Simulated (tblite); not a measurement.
Geometry relaxation of C5H9NSi (part 3 of 4)

Continued. System: C5H9NSi, SMILES Cc1ccn([SiH3])c1. Method: GFN2-xTB geometry optimisation, gas phase (tblite 0.8.0). It belongs to a series of runs on one base structure; here: constitutional isomer.

Geometry of the input (Å):
```
C  -2.6337  0.2205  0.1772
C  -1.2096  -0.1407  0.0719
C  -0.6164  -1.4060  0.0672
C  0.7393  -1.2896  -0.0449
N  0.9932  0.0205  -0.0723
Si 2.6220  0.7374  -0.2133
C  -0.1433  0.7414  -0.0151
H  -2.9268  0.4044  1.2481
H  -3.2819  -0.6019  -0.2042
H  -2.7877  1.1545  -0.3924
H  -1.1772  -2.3334  0.1192
H  1.4002  -2.1428  -0.0665
H  2.9744  1.5180  1.0133
H  3.6063  -0.3554  -0.3457
H  2.6213  1.6810  -1.3376
H  -0.1877  1.8011  -0.0163
```

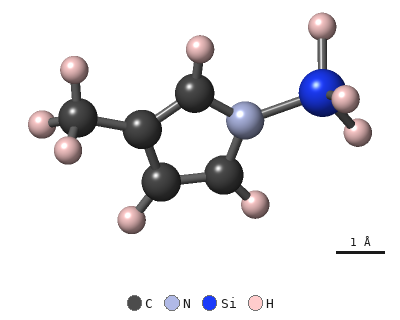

**Figure 1.** The geometry at step 65 of the log (ball-and-stick view, seen at a tilt).

### Trajectory as extended XYZ, continued
```
16
Properties=species:S:1:pos:R:3:forces:R:3 step=51 energy=-543.48248
C    -2.6402    0.2223    0.1900    0.0020   0.0020  -0.0050
C    -1.1922   -0.1174    0.0736   -0.0160   0.0210  -0.0050
C    -0.6321   -1.4234    0.0910   -0.0280   0.0220  -0.0020
C     0.7153   -1.2851   -0.0228   -0.0130  -0.0100   0.0140
N     1.0346    0.0443   -0.1115   -0.0010   0.0090   0.0140
Si    2.6314    0.7395   -0.2017    0.0200   0.0070  -0.0080
C    -0.1434    0.7456   -0.0498   -0.0200  -0.0100  -0.0060
H    -2.9369    0.2713    1.2393    0.0000   0.0010  -0.0230
H    -3.2500   -0.5370   -0.2964    0.0140   0.0120   0.0000
H    -2.8441    1.1878   -0.2693   -0.0010  -0.0140   0.0250
H    -1.1837   -2.3399    0.1717    0.0210  -0.0110   0.0040
H     1.4870   -2.0284   -0.0503    0.0030  -0.0190  -0.0010
H     2.9043    1.4655    1.0404   -0.0110   0.0150   0.0040
H     3.5321   -0.3981   -0.3577    0.0090   0.0100  -0.0250
H     2.6515    1.6446   -1.3517    0.0110  -0.0110   0.0090
H    -0.1411    1.8174   -0.1063    0.0100  -0.0230   0.0050
16
Properties=species:S:1:pos:R:3:forces:R:3 step=53 energy=-543.48299
C    -2.6400    0.2218    0.1898   -0.0080   0.0220   0.0010
C    -1.1932   -0.1192    0.0729   -0.0030   0.0250  -0.0160
C    -0.6324   -1.4243    0.0976   -0.0130   0.0130  -0.0130
C     0.7146   -1.2853   -0.0195    0.0020  -0.0190   0.0150
N     1.0335    0.0434   -0.1176    0.0080  -0.0080   0.0230
Si    2.6309    0.7400   -0.2041    0.0050   0.0010  -0.0030
C    -0.1452    0.7433   -0.0579    0.0050   0.0010  -0.0040
H    -2.9388    0.2479    1.2392   -0.0190  -0.0180  -0.0210
H    -3.2521   -0.5212   -0.3197    0.0250   0.0250   0.0190
H    -2.8348    1.2008   -0.2436   -0.0130  -0.0120   0.0080
H    -1.1823   -2.3414    0.1822    0.0150  -0.0140   0.0100
H     1.4867   -2.0280   -0.0413    0.0110  -0.0300  -0.0060
H     2.8978    1.4650    1.0405   -0.0080   0.0100  -0.0040
H     3.5345   -0.3963   -0.3592   -0.0020   0.0200  -0.0240
H     2.6521    1.6483   -1.3521    0.0090  -0.0190   0.0140
H    -0.1390    1.8142   -0.1184   -0.0140   0.0020   0.0000
16
Properties=species:S:1:pos:R:3:forces:R:3 step=55 energy=-543.48368
C    -2.6403    0.2216    0.1906   -0.0040   0.0270   0.0060
C    -1.1947   -0.1184    0.0698    0.0140  -0.0120  -0.0160
C    -0.6333   -1.4229    0.1063    0.0310  -0.0210  -0.0090
C     0.7139   -1.2851   -0.0137    0.0210  -0.0020   0.0030
N     1.0323    0.0431   -0.1271    0.0100  -0.0220   0.0240
Si    2.6310    0.7400   -0.2069   -0.0230  -0.0100   0.0200
C    -0.1474    0.7423   -0.0732    0.0340   0.0080   0.0060
H    -2.9454    0.2035    1.2377   -0.0290  -0.0250  -0.0020
H    -3.2522   -0.4952   -0.3549    0.0200   0.0210   0.0150
H    -2.8254    1.2194   -0.1992   -0.0320   0.0150  -0.0150
H    -1.1780   -2.3420    0.2021   -0.0030   0.0010   0.0100
H     1.4882   -2.0268   -0.0296   -0.0160  -0.0180  -0.0040
H     2.8903    1.4626    1.0412   -0.0040   0.0060  -0.0090
H     3.5348   -0.3959   -0.3608    0.0010   0.0150  -0.0230
H     2.6586    1.6509   -1.3512    0.0040  -0.0090  -0.0020
H    -0.1399    1.8120   -0.1427   -0.0230   0.0270  -0.0040
16
Properties=species:S:1:pos:R:3:forces:R:3 step=57 energy=-543.48444
C    -2.6395    0.2252    0.1917    0.0380  -0.0060   0.0030
C    -1.1950   -0.1183    0.0645    0.0190  -0.0540   0.0050
C    -0.6336   -1.4232    0.1161    0.0520  -0.0410   0.0130
C     0.7139   -1.2882   -0.0044    0.0240   0.0220  -0.0170
N     1.0322    0.0386   -0.1356    0.0020   0.0020   0.0060
Si    2.6285    0.7401   -0.2094   -0.0170  -0.0070   0.0300
C    -0.1474    0.7392   -0.0918    0.0220   0.0060   0.0250
H    -2.9562    0.1457    1.2312   -0.0210  -0.0130   0.0320
H    -3.2510   -0.4539   -0.3981   -0.0090  -0.0110  -0.0280
H    -2.8122    1.2436   -0.1419   -0.0440   0.0610  -0.0260
H    -1.1720   -2.3445    0.2286   -0.0290   0.0230   0.0010
H     1.4895   -2.0297   -0.0146   -0.0410  -0.0040   0.0040
H     2.8791    1.4621    1.0405    0.0030   0.0060   0.0000
H     3.5369   -0.3902   -0.3658    0.0130  -0.0050  -0.0180
H     2.6617    1.6540   -1.3496   -0.0050   0.0040  -0.0220
H    -0.1426    1.8084   -0.1729   -0.0060   0.0160  -0.0070
16
Properties=species:S:1:pos:R:3:forces:R:3 step=59 energy=-543.48505
C    -2.6376    0.2274    0.1918    0.0020   0.0010  -0.0040
C    -1.1939   -0.1219    0.0633    0.0050   0.0020   0.0120
C    -0.6317   -1.4265    0.1217    0.0070   0.0050   0.0070
C     0.7151   -1.2898   -0.0014    0.0090   0.0020  -0.0080
N     1.0325    0.0358   -0.1393    0.0060   0.0120   0.0040
Si    2.6263    0.7408   -0.2101    0.0180   0.0070  -0.0020
C    -0.1469    0.7362   -0.0979   -0.0070  -0.0010   0.0230
H    -2.9605    0.1217    1.2289   -0.0070   0.0000  -0.0220
H    -3.2510   -0.4335   -0.4190    0.0140   0.0160  -0.0020
H    -2.8045    1.2570   -0.1182   -0.0210  -0.0220   0.0060
H    -1.1719   -2.3458    0.2395   -0.0190   0.0110   0.0010
H     1.4884   -2.0322   -0.0069   -0.0020  -0.0200   0.0000
H     2.8739    1.4631    1.0399    0.0040   0.0070   0.0050
H     3.5398   -0.3861   -0.3680    0.0030   0.0030  -0.0150
H     2.6582    1.6572   -1.3502   -0.0070  -0.0130  -0.0020
H    -0.1436    1.8056   -0.1855   -0.0050  -0.0090  -0.0030
16
Properties=species:S:1:pos:R:3:forces:R:3 step=61 energy=-543.48530
C    -2.6365    0.2289    0.1915   -0.0100  -0.0100  -0.0010
C    -1.1932   -0.1229    0.0629    0.0000   0.0200   0.0220
C    -0.6307   -1.4275    0.1237   -0.0180   0.0170   0.0050
C     0.7160   -1.2907    0.0000   -0.0060  -0.0090   0.0000
N     1.0333    0.0348   -0.1387    0.0070   0.0050   0.0000
Si    2.6264    0.7412   -0.2100    0.0180   0.0080  -0.0100
C    -0.1464    0.7351   -0.0982    0.0010  -0.0010   0.0150
H    -2.9636    0.1129    1.2260    0.0000   0.0020  -0.0130
H    -3.2494   -0.4249   -0.4264    0.0030  -0.0040  -0.0180
H    -2.8049    1.2608   -0.1095    0.0030  -0.0190   0.0070
H    -1.1724   -2.3459    0.2435   -0.0090   0.0130  -0.0020
H     1.4867   -2.0357   -0.0036    0.0120  -0.0090  -0.0020
H     2.8707    1.4649    1.0397    0.0090   0.0040   0.0060
H     3.5421   -0.3832   -0.3728    0.0010   0.0010  -0.0060
H     2.6581    1.6568   -1.3506   -0.0090  -0.0080  -0.0030
H    -0.1437    1.8042   -0.1889   -0.0020  -0.0100   0.0010
16
Properties=species:S:1:pos:R:3:forces:R:3 step=63 energy=-543.48549
C    -2.6362    0.2291    0.1910   -0.0160  -0.0080  -0.0020
C    -1.1929   -0.1225    0.0641   -0.0030   0.0070   0.0160
C    -0.6309   -1.4272    0.1261   -0.0010   0.0070   0.0050
C     0.7162   -1.2918    0.0016   -0.0050  -0.0020   0.0040
N     1.0343    0.0341   -0.1386    0.0010  -0.0160   0.0030
Si    2.6275    0.7420   -0.2105   -0.0080  -0.0030   0.0030
C    -0.1456    0.7343   -0.0980    0.0150   0.0030   0.0050
H    -2.9663    0.1043    1.2231   -0.0050  -0.0050  -0.0020
H    -3.2483   -0.4175   -0.4352    0.0070  -0.0100  -0.0150
H    -2.8045    1.2636   -0.1004    0.0120  -0.0070   0.0010
H    -1.1733   -2.3452    0.2472   -0.0060   0.0150  -0.0030
H     1.4862   -2.0386   -0.0006   -0.0030   0.0140  -0.0030
H     2.8682    1.4664    1.0399    0.0140  -0.0020  -0.0010
H     3.5440   -0.3808   -0.3774    0.0050  -0.0040   0.0010
H     2.6577    1.6561   -1.3513   -0.0100   0.0050  -0.0140
H    -0.1436    1.8026   -0.1924    0.0020   0.0080   0.0040
16
Properties=species:S:1:pos:R:3:forces:R:3 step=65 energy=-543.48568
C    -2.6368    0.2282    0.1907   -0.0040   0.0010   0.0030
C    -1.1925   -0.1211    0.0667   -0.0010  -0.0060  -0.0040
C    -0.6311   -1.4259    0.1289    0.0080  -0.0040   0.0080
C     0.7161   -1.2923    0.0026   -0.0020   0.0090   0.0070
N     1.0352    0.0334   -0.1395   -0.0080  -0.0060   0.0090
Si    2.6284    0.7424   -0.2108   -0.0160  -0.0090   0.0020
C    -0.1445    0.7343   -0.0978    0.0030   0.0060  -0.0030
H    -2.9694    0.0946    1.2210   -0.0130  -0.0130  -0.0110
H    -3.2465   -0.4123   -0.4451    0.0180  -0.0030   0.0030
H    -2.8040    1.2654   -0.0911    0.0100  -0.0040  -0.0040
H    -1.1751   -2.3424    0.2510   -0.0060   0.0030  -0.0010
H     1.4864   -2.0391    0.0011   -0.0120   0.0160  -0.0040
H     2.8689    1.4666    1.0404    0.0120  -0.0070  -0.0130
H     3.5448   -0.3805   -0.3794    0.0040   0.0000   0.0030
H     2.6570    1.6556   -1.3529   -0.0080   0.0040  -0.0060
H    -0.1446    1.8021   -0.1973    0.0150   0.0130   0.0100
16
Properties=species:S:1:pos:R:3:forces:R:3 step=66 energy=-543.48577
C    -2.6372    0.2276    0.1907    0.0070   0.0030   0.0030
C    -1.1922   -0.1204    0.0679    0.0000  -0.0060  -0.0100
C    -0.6311   -1.4252    0.1300    0.0030  -0.0050   0.0080
C     0.7160   -1.2922    0.0028   -0.0010   0.0110   0.0090
N     1.0353    0.0332   -0.1398   -0.0090   0.0080   0.0100
Si    2.6285    0.7423   -0.2108   -0.0090  -0.0060  -0.0050
C    -0.1441    0.7348   -0.0976   -0.0090   0.0060  -0.0050
H    -2.9708    0.0914    1.2202   -0.0160  -0.0140  -0.0110
H    -3.2452   -0.4117   -0.4479    0.0190  -0.0020   0.0060
H    -2.8041    1.2653   -0.0888    0.0070   0.0000  -0.0040
H    -1.1761   -2.3409    0.2520   -0.0050  -0.0050   0.0010
H     1.4864   -2.0385    0.0010   -0.0090   0.0080  -0.0040
H     2.8705    1.4662    1.0404    0.0100  -0.0080  -0.0160
H     3.5448   -0.3810   -0.3794    0.0010   0.0040   0.0030
H     2.6567    1.6554   -1.3537   -0.0080  -0.0020   0.0030
H    -0.1450    1.8025   -0.1986    0.0200   0.0090   0.0130
16
Properties=species:S:1:pos:R:3:forces:R:3 step=68 energy=-543.48605
C    -2.6373    0.2266    0.1907    0.0230   0.0030  -0.0040
C    -1.1915   -0.1189    0.0707    0.0010   0.0030  -0.0110
C    -0.6312   -1.4237    0.1352   -0.0140   0.0010   0.0010
C     0.7153   -1.2919    0.0057   -0.0010   0.0070   0.0100
N     1.0352    0.0325   -0.1400   -0.0070   0.0400   0.0060
Si    2.6276    0.7417   -0.2119    0.0180   0.0030  -0.0240
C    -0.1432    0.7358   -0.0984   -0.0320   0.0020  -0.0020
H    -2.9777    0.0746    1.2157   -0.0140  -0.0100  -0.0120
H    -3.2396   -0.4044   -0.4616    0.0110   0.0020   0.0070
H    -2.8016    1.2679   -0.0758   -0.0050   0.0040  -0.0020
H    -1.1793   -2.3372    0.2577    0.0000  -0.0190   0.0060
H     1.4857   -2.0371    0.0027    0.0070  -0.0150   0.0010
H     2.8740    1.4650    1.0389    0.0040  -0.0060  -0.0150
H     3.5461   -0.3804   -0.3808   -0.0070   0.0070   0.0020
H     2.6541    1.6550   -1.3560   -0.0090  -0.0130   0.0190
H    -0.1442    1.8035   -0.2041    0.0230  -0.0070   0.0190
16
Properties=species:S:1:pos:R:3:forces:R:3 step=70 energy=-543.48644
C    -2.6362    0.2263    0.1895    0.0140   0.0020  -0.0120
C    -1.1905   -0.1176    0.0744    0.0000   0.0090   0.0050
C    -0.6324   -1.4229    0.1441   -0.0130   0.0050  -0.0150
C     0.7141   -1.2923    0.0128    0.0030  -0.0040   0.0040
N     1.0350    0.0312   -0.1373    0.0050   0.0250  -0.0020
Si    2.6264    0.7413   -0.2153    0.0240   0.0060  -0.0210
C    -0.1424    0.7361   -0.0986   -0.0160  -0.0020   0.0050
H    -2.9905    0.0477    1.2048   -0.0030  -0.0020   0.0060
H    -3.2293   -0.3890   -0.4847   -0.0150  -0.0030  -0.0160
H    -2.7954    1.2733   -0.0544   -0.0190   0.0190  -0.0010
H    -1.1846   -2.3341    0.2671    0.0180  -0.0150   0.0110
H     1.4834   -2.0383    0.0072    0.0150  -0.0200   0.0110
H     2.8767    1.4648    1.0339    0.0040   0.0000  -0.0060
H     3.5506   -0.3750   -0.3874   -0.0090  -0.0070   0.0000
H     2.6460    1.6541   -1.3592   -0.0090  -0.0050   0.0100
H    -0.1384    1.8034   -0.2085    0.0040  -0.0090   0.0210
16
Properties=species:S:1:pos:R:3:forces:R:3 step=72 energy=-543.48663
C    -2.6354    0.2275    0.1883   -0.0130   0.0030  -0.0070
C    -1.1905   -0.1181    0.0748   -0.0020   0.0000   0.0030
C    -0.6329   -1.4236    0.1467    0.0090   0.0000  -0.0100
C     0.7141   -1.2938    0.0162    0.0050   0.0010  -0.0020
N     1.0356    0.0299   -0.1366    0.0030  -0.0100  -0.0010
Si    2.6267    0.7419   -0.2171   -0.0030  -0.0040  -0.0010
C    -0.1421    0.7345   -0.0995    0.0090   0.0000   0.0050
H    -2.9945    0.0363    1.2001    0.0010   0.0010  -0.0040
H    -3.2276   -0.3781   -0.4960   -0.0090   0.0060  -0.0100
H    -2.7923    1.2785   -0.0424   -0.0130   0.0010   0.0000
H    -1.1844   -2.3354    0.2725    0.0200  -0.0010   0.0070
H     1.4827   -2.0417    0.0117    0.0000   0.0050   0.0110
H     2.8736    1.4665    1.0322    0.0110  -0.0020  -0.0050
H     3.5533   -0.3711   -0.3922   -0.0050  -0.0160   0.0030
H     2.6422    1.6544   -1.3597   -0.0080   0.0100  -0.0090
H    -0.1362    1.8013   -0.2106   -0.0050   0.0060   0.0190
16
Properties=species:S:1:pos:R:3:forces:R:3 step=74 energy=-543.48693
C    -2.6358    0.2285    0.1857   -0.0100  -0.0030   0.0060
C    -1.1902   -0.1173    0.0776   -0.0010  -0.0120  -0.0170
C    -0.6333   -1.4233    0.1491    0.0230  -0.0060   0.0130
C     0.7144   -1.2948    0.0205    0.0030   0.0070  -0.0120
N     1.0367    0.0289   -0.1344    0.0000  -0.0260   0.0060
Si    2.6277    0.7419   -0.2204   -0.0240  -0.0080   0.0130
C    -0.1410    0.7339   -0.0977    0.0230   0.0030   0.0050
H    -3.0014    0.0224    1.1920   -0.0030  -0.0020   0.0010
H    -3.2240   -0.3668   -0.5111   -0.0060   0.0040  -0.0120
H    -2.7925    1.2825   -0.0301   -0.0010   0.0040  -0.0050
H    -1.1830   -2.3356    0.2794    0.0120   0.0070  -0.0010
H     1.4819   -2.0447    0.0175   -0.0130   0.0260   0.0090
H     2.8751    1.4675    1.0284    0.0150  -0.0030  -0.0080
H     3.5555   -0.3695   -0.3978   -0.0050  -0.0170   0.0020
H     2.6355    1.6548   -1.3622   -0.0030   0.0130  -0.0160
H    -0.1331    1.8006   -0.2078   -0.0100   0.0140   0.0150
16
Properties=species:S:1:pos:R:3:forces:R:3 step=76 energy=-543.48737
C    -2.6376    0.2280    0.1816    0.0070  -0.0090   0.0060
C    -1.1896   -0.1140    0.0831   -0.0010  -0.0120  -0.0320
C    -0.6330   -1.4206    0.1547    0.0110  -0.0020   0.0310
C     0.7145   -1.2937    0.0266   -0.0020   0.0050  -0.0140
N     1.0377    0.0290   -0.1304   -0.0010  -0.0050   0.0140
Si    2.6284    0.7402   -0.2265   -0.0120   0.0020   0.0080
C    -0.1390    0.7359   -0.0929    0.0060   0.0000   0.0050
H    -3.0158   -0.0027    1.1777   -0.0010  -0.0010   0.0050
H    -3.2146   -0.3532   -0.5365   -0.0060   0.0050  -0.0090
H    -2.7965    1.2859   -0.0127    0.0140   0.0020  -0.0040
H    -1.1811   -2.3328    0.2906   -0.0030   0.0020  -0.0100
H     1.4806   -2.0447    0.0253   -0.0030   0.0200   0.0060
H     2.8860    1.4658    1.0201    0.0130   0.0020  -0.0040
H     3.5562   -0.3720   -0.4040   -0.0140  -0.0070  -0.0070
H     2.6247    1.6546   -1.3683    0.0060  -0.0030  -0.0050
H    -0.1284    1.8032   -0.1999   -0.0150   0.0010   0.0090
16
Properties=species:S:1:pos:R:3:forces:R:3 step=78 energy=-543.48754
C    -2.6386    0.2263    0.1809    0.0190   0.0000  -0.0130
C    -1.1896   -0.1126    0.0832    0.0010   0.0000  -0.0060
C    -0.6322   -1.4187    0.1570   -0.0100   0.0010   0.0060
C     0.7145   -1.2914    0.0262   -0.0010  -0.0010   0.0060
N     1.0374    0.0308   -0.1290   -0.0010   0.0210   0.0110
Si    2.6284    0.7390   -0.2280    0.0140   0.0080  -0.0040
C    -0.1390    0.7382   -0.0905   -0.0180  -0.0040   0.0020
H    -3.0192   -0.0068    1.1751    0.0010  -0.0030   0.0150
H    -3.2121   -0.3545   -0.5399   -0.0130  -0.0030  -0.0120
H    -2.7999    1.2838   -0.0133    0.0160   0.0070   0.0020
H    -1.1801   -2.3308    0.2917   -0.0080  -0.0080  -0.0070
H     1.4808   -2.0409    0.0260    0.0160  -0.0030   0.0040
H     2.8939    1.4635    1.0172    0.0070   0.0080   0.0020
H     3.5530   -0.3768   -0.4031   -0.0180   0.0010  -0.0150
H     2.6236    1.6539   -1.3702    0.0090  -0.0130   0.0040
H    -0.1286    1.8061   -0.1948   -0.0140  -0.0100   0.0040
```
